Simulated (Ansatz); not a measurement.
# NH₄+ (singlet): B2PLYP, RKS PBE0, RPA-PBE over a scan of the scale of all distances, 6-31G, part 2 of 2

Ansatz 0.2.0, Gaussian basis; 6-31G, all electrons in the functionals, frozen cores in the correlation of double hybrids and RPA. Earlier steps stand in the parts before.

### 14 RPA-PBE, 0.864

File in.yaml:

```yaml
crystal:
  periodic: [false, false, false]
  atoms:
    - {symbol: N, position_ang: [0.000000, 0.000000, 0.000000]}
    - {symbol: H, position_ang: [0.510057, 0.511749, 0.509945]}
    - {symbol: H, position_ang: [-0.512284, -0.508245, 0.511215]}
    - {symbol: H, position_ang: [-0.508881, 0.509412, -0.513447]}
    - {symbol: H, position_ang: [0.511109, -0.512917, -0.507713]}
basis:
  gaussian: {orbitals: 6-31G}
total_charge: 1
hamiltonian: {xc: {name: PBE}}
correlation: {method: rpa, electrons: outside_noble_gas}
```

Command:

```console
> ansatz run in.yaml --threads 1 --pin off --events-out ev --progress --plain --max-ram 2393MiB
```

The log of the run:

```text
Functional definition: PBE
  name "PBE"
  cite "Perdew, Burke & Ernzerhof, Phys. Rev. Lett. 77, 3865 (1996) doi:10.1103/PhysRevLett.77.3865"
  parent pbe
  parameter kappa = 0.804
  parameter beta = 0.06672455060314922
  exchange = pbe_x(kappa = kappa, mu = beta*pi^2/3)
  correlation = pbe_c(beta = beta)
260 factors; integrals over basis functions are off by at most 2.1e-4 eV
mean field evaluation 1: about -1528.8108 eV, gradient 8.8e1 eV
mean field evaluation 2: about -1528.7937 eV, gradient 8.8e1 eV
mean field evaluation 4: about -1543.3299 eV, gradient 2.8e0 eV
mean field evaluation 8: about -1543.3370 eV, gradient 2.1e-2 eV
mean field -1543.33701560 eV, -56.7165892120 hartree, gradient 1.5e-6 eV, S^2 0.000000; 0 other end points of the search recorded, 0 dependent functions left out
1 core orbitals not correlated: weight in the atoms' cores, before any rotation towards them, 1.000 or more for the frozen orbitals, at most 0.000 for the correlated occupied ones
reference -1535.87133020 eV, -56.4422303338 hartree; 4, 4 occupied and 12, 12 virtual orbitals, 260 factors
Total energy: -1540.51760212 eV, -56.6129776775 hartree
```

Run time: 0.3 s. Hardware: 1 thread of AMD EPYC 7R43, shared host.

### 15 RPA-PBE, 1.000

File in.yaml:

```yaml
crystal:
  periodic: [false, false, false]
  atoms:
    - {symbol: N, position_ang: [0.000000, 0.000000, 0.000000]}
    - {symbol: H, position_ang: [0.590343, 0.592302, 0.590214]}
    - {symbol: H, position_ang: [-0.592921, -0.588246, 0.591684]}
    - {symbol: H, position_ang: [-0.588983, 0.589598, -0.594267]}
    - {symbol: H, position_ang: [0.591561, -0.593654, -0.587631]}
basis:
  gaussian: {orbitals: 6-31G}
total_charge: 1
hamiltonian: {xc: {name: PBE}}
correlation: {method: rpa, electrons: outside_noble_gas}
```

Same command.

The log of the run:

```text
Functional definition: PBE
  name "PBE"
  cite "Perdew, Burke & Ernzerhof, Phys. Rev. Lett. 77, 3865 (1996) doi:10.1103/PhysRevLett.77.3865"
  parent pbe
  parameter kappa = 0.804
  parameter beta = 0.06672455060314922
  exchange = pbe_x(kappa = kappa, mu = beta*pi^2/3)
  correlation = pbe_c(beta = beta)
260 factors; integrals over basis functions are off by at most 2.3e-4 eV
mean field evaluation 1: about -1530.8076 eV, gradient 8.8e1 eV
mean field evaluation 2: about -1530.7943 eV, gradient 8.8e1 eV
mean field evaluation 4: about -1545.7794 eV, gradient 7.0e0 eV
mean field evaluation 8: about -1545.8754 eV, gradient 3.3e-2 eV
mean field -1545.87537566 eV, -56.8098722237 hartree, gradient 6.4e-6 eV, S^2 0.000000; 0 other end points of the search recorded, 0 dependent functions left out
1 core orbitals not correlated: weight in the atoms' cores, before any rotation towards them, 1.000 or more for the frozen orbitals, at most 0.000 for the correlated occupied ones
reference -1537.82099984 eV, -56.5138793717 hartree; 4, 4 occupied and 12, 12 virtual orbitals, 260 factors
Total energy: -1543.13334128 eV, -56.7091043187 hartree
```

It took 0.27 s on 1 thread of AMD EPYC 7R43, shared host.

### 16 RPA-PBE, 1.114

File in.yaml:

```yaml
crystal:
  periodic: [false, false, false]
  atoms:
    - {symbol: N, position_ang: [0.000000, 0.000000, 0.000000]}
    - {symbol: H, position_ang: [0.657642, 0.659825, 0.657498]}
    - {symbol: H, position_ang: [-0.660514, -0.655306, 0.659136]}
    - {symbol: H, position_ang: [-0.656127, 0.656812, -0.662013]}
    - {symbol: H, position_ang: [0.658999, -0.661330, -0.654621]}
basis:
  gaussian: {orbitals: 6-31G}
total_charge: 1
hamiltonian: {xc: {name: PBE}}
correlation: {method: rpa, electrons: outside_noble_gas}
```

The command is unchanged.

The log of the run, cut to the lines that bear on the results:

```text
Functional definition: PBE
  name "PBE"
  cite "Perdew, Burke & Ernzerhof, Phys. Rev. Lett. 77, 3865 (1996) doi:10.1103/PhysRevLett.77.3865"
  parent pbe
[...]
260 factors; integrals over basis functions are off by at most 2.2e-4 eV
[...]
mean field -1545.16930305 eV, -56.7839245336 hartree, gradient 1.8e-7 eV, S^2 0.000000; 0 other end points of the search recorded, 0 dependent functions left out
1 core orbitals not correlated: weight in the atoms' cores, before any rotation towards them, 1.000 or more for the frozen orbitals, at most 0.000 for the correlated occupied ones
reference -1536.57614885 eV, -56.4681319415 hartree; 4, 4 occupied and 12, 12 virtual orbitals, 260 factors
Total energy: -1542.46678890 eV, -56.6846089704 hartree
```

Wall time 0.33 s (1 thread of AMD EPYC 7R43, shared host).

From 1.000: +64.3 kJ/mol.

### 17 RPA-PBE, 1.283

File in.yaml:

```yaml
crystal:
  periodic: [false, false, false]
  atoms:
    - {symbol: N, position_ang: [0.000000, 0.000000, 0.000000]}
    - {symbol: H, position_ang: [0.757410, 0.759924, 0.757244]}
    - {symbol: H, position_ang: [-0.760718, -0.754720, 0.759131]}
    - {symbol: H, position_ang: [-0.755665, 0.756454, -0.762444]}
    - {symbol: H, position_ang: [0.758973, -0.761658, -0.753931]}
basis:
  gaussian: {orbitals: 6-31G}
total_charge: 1
hamiltonian: {xc: {name: PBE}}
correlation: {method: rpa, electrons: outside_noble_gas}
```

Same command.

The log of the run, cut to the lines that bear on the results:

```text
Functional definition: PBE
  name "PBE"
  cite "Perdew, Burke & Ernzerhof, Phys. Rev. Lett. 77, 3865 (1996) doi:10.1103/PhysRevLett.77.3865"
  parent pbe
[...]
260 factors; integrals over basis functions are off by at most 2.3e-4 eV
[...]
mean field -1542.23776910 eV, -56.6761926481 hartree, gradient 2.1e-6 eV, S^2 0.000000; 0 other end points of the search recorded, 0 dependent functions left out
1 core orbitals not correlated: weight in the atoms' cores, before any rotation towards them, 1.000 or more for the frozen orbitals, at most 0.000 for the correlated occupied ones
reference -1532.80015886 eV, -56.3293668690 hartree; 4, 4 occupied and 12, 12 virtual orbitals, 260 factors
Total energy: -1539.61444055 eV, -56.5797871019 hartree
```

Wall time 0.33 s (1 thread of AMD EPYC 7R43, shared host).

From 1.000: +339.5 kJ/mol.

### 18 RPA-PBE, 1.527

File in.yaml:

```yaml
crystal:
  periodic: [false, false, false]
  atoms:
    - {symbol: N, position_ang: [0.000000, 0.000000, 0.000000]}
    - {symbol: H, position_ang: [0.901454, 0.904446, 0.901256]}
    - {symbol: H, position_ang: [-0.905391, -0.898252, 0.903502]}
    - {symbol: H, position_ang: [-0.899377, 0.900316, -0.907445]}
    - {symbol: H, position_ang: [0.903314, -0.906509, -0.897313]}
basis:
  gaussian: {orbitals: 6-31G}
total_charge: 1
magnetization: {spin_polarized: true, initial_magnetization: 0}
hamiltonian: {xc: {name: PBE}}
correlation: {method: rpa, electrons: outside_noble_gas}
```

Same command.

The log of the run, cut to the lines that bear on the results:

```text
Functional definition: PBE
  name "PBE"
  cite "Perdew, Burke & Ernzerhof, Phys. Rev. Lett. 77, 3865 (1996) doi:10.1103/PhysRevLett.77.3865"
  parent pbe
[...]
260 factors; integrals over basis functions are off by at most 2.1e-4 eV
[...]
mean field -1537.21847744 eV, -56.4917370819 hartree, gradient 2.4e-6 eV, S^2 0.000000; 0 other end points of the search recorded, 0 dependent functions left out
1 core orbitals not correlated: weight in the atoms' cores, before any rotation towards them, 1.000 or more for the frozen orbitals, at most 0.000 for the correlated occupied ones
reference -1526.48254815 eV, -56.0971989576 hartree; 4, 4 occupied and 12, 12 virtual orbitals, 260 factors
Total energy: -1534.82613499 eV, -56.4038201182 hartree
```

It took 0.6 s on 1 thread of AMD EPYC 7R43, shared host.

From the report: ⟨S²⟩ of the determinant 0.000 (pure singlet: 0.00).

From 1.000: +801.5 kJ/mol.

### 19 RPA-PBE, 1.758

File in.yaml:

```yaml
crystal:
  periodic: [false, false, false]
  atoms:
    - {symbol: N, position_ang: [0.000000, 0.000000, 0.000000]}
    - {symbol: H, position_ang: [1.037823, 1.041267, 1.037596]}
    - {symbol: H, position_ang: [-1.042355, -1.034137, 1.040181]}
    - {symbol: H, position_ang: [-1.035432, 1.036513, -1.044721]}
    - {symbol: H, position_ang: [1.039964, -1.043643, -1.033056]}
basis:
  gaussian: {orbitals: 6-31G}
total_charge: 1
magnetization: {spin_polarized: true, initial_magnetization: 0}
hamiltonian: {xc: {name: PBE}}
correlation: {method: rpa, electrons: outside_noble_gas}
```

Same command.

The log of the run, cut to the lines that bear on the results:

```text
Functional definition: PBE
  name "PBE"
  cite "Perdew, Burke & Ernzerhof, Phys. Rev. Lett. 77, 3865 (1996) doi:10.1103/PhysRevLett.77.3865"
  parent pbe
[...]
260 factors; integrals over basis functions are off by at most 2.0e-4 eV
[...]
mean field -1533.10321079 eV, -56.3405038218 hartree, gradient 9.2e-7 eV, S^2 0.000000; 4 other end points of the search recorded, 0 dependent functions left out
1 core orbitals not correlated: weight in the atoms' cores, before any rotation towards them, 1.000 or more for the frozen orbitals, at most 0.000 for the correlated occupied ones
reference -1521.06824113 eV, -55.8982268444 hartree; 4, 4 occupied and 12, 12 virtual orbitals, 260 factors
Total energy: -1531.08250020 eV, -56.2662440772 hartree
```

Wall time 0.96 s (1 thread of AMD EPYC 7R43, shared host).

From the report: ⟨S²⟩ of the determinant 0.000 (pure singlet: 0.00).

From 1.000: +1162.7 kJ/mol.

### 20 RPA-PBE, 1.965

File in.yaml:

```yaml
crystal:
  periodic: [false, false, false]
  atoms:
    - {symbol: N, position_ang: [0.000000, 0.000000, 0.000000]}
    - {symbol: H, position_ang: [1.160024, 1.163874, 1.159770]}
    - {symbol: H, position_ang: [-1.165090, -1.155904, 1.162659]}
    - {symbol: H, position_ang: [-1.157351, 1.158559, -1.167734]}
    - {symbol: H, position_ang: [1.162417, -1.166529, -1.154695]}
basis:
  gaussian: {orbitals: 6-31G}
total_charge: 1
magnetization: {spin_polarized: true, initial_magnetization: 0}
hamiltonian: {xc: {name: PBE}}
correlation: {method: rpa, electrons: outside_noble_gas}
```

The command is unchanged.

The log of the run, cut to the lines that bear on the results:

```text
Functional definition: PBE
  name "PBE"
  cite "Perdew, Burke & Ernzerhof, Phys. Rev. Lett. 77, 3865 (1996) doi:10.1103/PhysRevLett.77.3865"
  parent pbe
[...]
260 factors; integrals over basis functions are off by at most 1.9e-4 eV
[...]
mean field -1530.27553273 eV, -56.2365885699 hartree, gradient 3.2e-6 eV, S^2 0.708563; 9 other end points of the search recorded, 0 dependent functions left out
1 core orbitals not correlated: weight in the atoms' cores, before any rotation towards them, 1.000 or more for the frozen orbitals, at most 0.000 for the correlated occupied ones
reference -1519.01547869 eV, -55.8227892163 hartree; 4, 4 occupied and 12, 12 virtual orbitals, 260 factors
Total energy: -1528.37771136 eV, -56.1668449208 hartree
```

Run time: 3.4 s. Hardware: 1 thread of AMD EPYC 7R43, shared host.

From the report: ⟨S²⟩ of the determinant 0.709 (pure singlet: 0.00). The determinant is far from a pure spin state, so its energy mixes those of several spin states (harmless only where they are near-degenerate, as at dissociation).

From 1.000: +1423.7 kJ/mol.

### 21 RPA-PBE, 2.357

File in.yaml:

```yaml
crystal:
  periodic: [false, false, false]
  atoms:
    - {symbol: N, position_ang: [0.000000, 0.000000, 0.000000]}
    - {symbol: H, position_ang: [1.391439, 1.396056, 1.391134]}
    - {symbol: H, position_ang: [-1.397515, -1.386497, 1.394600]}
    - {symbol: H, position_ang: [-1.388233, 1.389682, -1.400687]}
    - {symbol: H, position_ang: [1.394309, -1.399242, -1.385047]}
basis:
  gaussian: {orbitals: 6-31G}
total_charge: 1
magnetization: {spin_polarized: true, initial_magnetization: 0}
hamiltonian: {xc: {name: PBE}}
correlation: {method: rpa, electrons: outside_noble_gas}
```

Launched as before.

The log of the run, cut to the lines that bear on the results:

```text
Functional definition: PBE
  name "PBE"
  cite "Perdew, Burke & Ernzerhof, Phys. Rev. Lett. 77, 3865 (1996) doi:10.1103/PhysRevLett.77.3865"
  parent pbe
[...]
260 factors; integrals over basis functions are off by at most 2.2e-4 eV
[...]
mean field -1528.07780690 eV, -56.1558236353 hartree, gradient 7.9e-6 eV, S^2 2.371444; 14 other end points of the search recorded, 0 dependent functions left out
1 core orbitals not correlated: weight in the atoms' cores, before any rotation towards them, 1.000 or more for the frozen orbitals, at most 0.000 for the correlated occupied ones
reference -1520.04398188 eV, -55.8605860112 hartree; 4, 4 occupied and 12, 12 virtual orbitals, 260 factors
Total energy: -1526.90105928 eV, -56.1125789579 hartree
```

Wall time 2.8 s (1 thread of AMD EPYC 7R43, shared host).

From the report: ⟨S²⟩ of the determinant 2.371 (pure singlet: 0.00). The determinant is far from a pure spin state, so its energy mixes those of several spin states (harmless only where they are near-degenerate, as at dissociation).

From 1.000: +1566.2 kJ/mol.

### 22 Against the wave-function levels

The yardstick is full CI for this spin, exact in this basis with these frozen cores. It comes from earlier runs at the same points. Energies in kJ/mol, counted from 1.000; blanks weren't run or aren't comparable.

| level | 0.864 | 1.000 | 1.114 | 1.283 | 1.527 | 1.758 | 1.965 | 2.357 |
| --- | --- | --- | --- | --- | --- | --- | --- | --- |
| FCI | 239.4 | 0.0 | 74.2 | 362.7 | 842.0 | 1217.4 | 1463.8 | 1736.4 |
| B2PLYP | 226.8 | 0.0 | 83.0 | 385.4 | 891.3 | 1359.7 | 1614.8 | 1808.7 |
| RKS PBE0 | 224.2 | 0.0 | 85.9 | 395.5 | 919.3 | 1354.6 | 1669.8 | 2098.6 |
| RPA-PBE | 252.4 | 0.0 | 64.3 | 339.5 | 801.5 | 1162.7 | 1423.7 | 1566.2 |

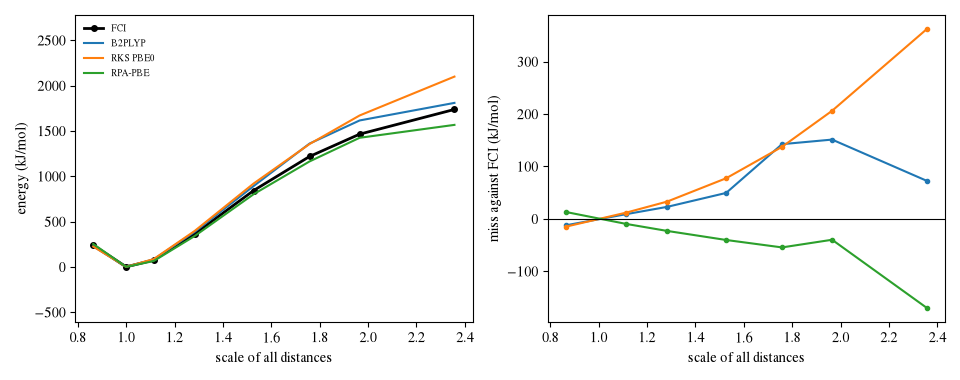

Left: the curves (the axis may cut off levels that run far away). Right: misses against FCI, in the same colours.

Largest miss and mean time a point (FCI took 4.3 s a point; shared hosts):

| level | largest miss (kJ/mol) | where | time a point |
| --- | --- | --- | --- |
| B2PLYP | +151.1 | 1.965 | 0.78 s |
| RKS PBE0 | +362.2 | 2.357 | 0.25 s |
| RPA-PBE | -170.2 | 2.357 | 1.1 s |

### 23 Summary of results

The summary covers parts 1 to 2.

```
              quantity                  value
 span of the FCI curve          1736.4 kJ/mol
  largest miss, B2PLYP  +151.1 kJ/mol (1.965)
largest miss, RKS PBE0  +362.2 kJ/mol (2.357)
 largest miss, RPA-PBE  -170.2 kJ/mol (2.357)
```

Misses are known at 7 of 7 points at best, and only functionals with that many are ranked. Of the functionals, B2PLYP keep the smallest largest miss at the points compared (at most 151.1 kJ/mol) and RKS PBE0 strays most (362.2 kJ/mol, at 2.357). B2PLYP, RPA-PBE clearly break the spin symmetry at some points (⟨S²⟩ up to 2.68 above the pure value), so energy there is bought with a mixed spin. Functionals and the yardstick converge differently with the basis, so part of each miss in 6-31G is the basis.
